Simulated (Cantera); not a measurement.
Charge: 1 mol CaO, 5 mol O2, 0.18 mol H2O, equilibrated at 18.0 mbar.

These are equilibrium values from Cantera (NASA tables, ideal gas, pure condensed phases), not measurements of a reactor. Candidate condensed phases: Ca, CaO, Ca(OH)2, H2O; 14 gas species. Kinetics and transport are ignored.

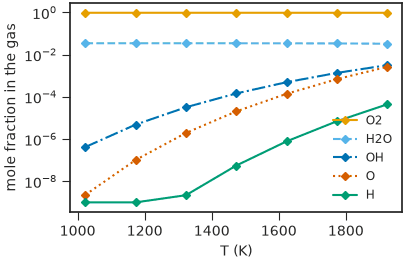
Equilibrium gas composition (values under 1e-9 drawn at 1e-9)

### Question
Read off the mole fractions at 1323 K.

### Answer
O2 about 0.97, H2O about 0.035, OH about 3.2e-5, O about 1.9e-6.
